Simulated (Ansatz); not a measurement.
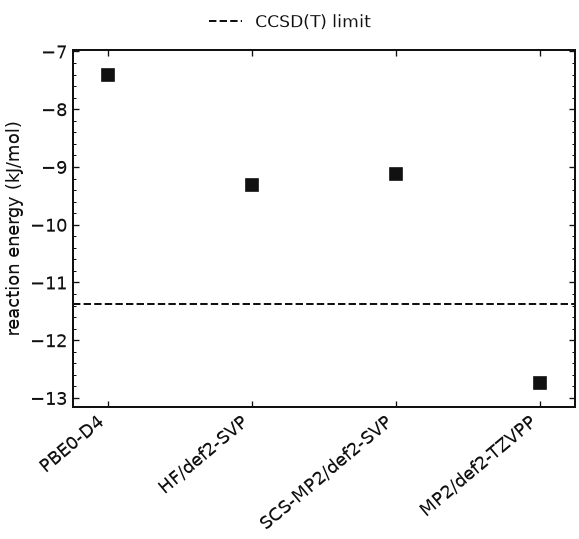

Electronic reaction energy of Si₃H₈ ([SiH3][SiH2][SiH3]) + GeSiH₆O ([OH][GeH2][SiH3]) → GeSi₂H₈O ([OH][GeH]([SiH3])[SiH3]) + Si₂H₆ ([SiH3][SiH3]) (SMILES in brackets) at several levels (functionals in def2-TZVPP unless a basis is named), isolated molecules at PBE0-D4 triple-zeta geometries, minima by their frequencies, no zero-point or thermal terms, the Ansatz code. The line is frozen-core CCSD(T) at the basis limit (MP2 extrapolated from triple and quadruple zeta, plus CCSD(T) less MP2 in a smaller set). The distance of HF/def2-SVP, SCS-MP2/def2-SVP and MP2/def2-TZVPP to the limit includes basis error.

Question: Which level comes closest to the line (CCSD(T) limit), and which misses most?

Answer: Closest MP2/def2-TZVPP (−12.7 kJ/mol), against −11.4 kJ/mol; farthest PBE0-D4 (−7.4 kJ/mol).

Question: What range do the values span, the line included?

Answer: From −12.7 kJ/mol (MP2/def2-TZVPP) to −7.4 kJ/mol (PBE0-D4).

Known limits of this run: no scalar relativity up to krypton; outer-core shells are correlated without core-valence functions, which makes the correlated values less sure.
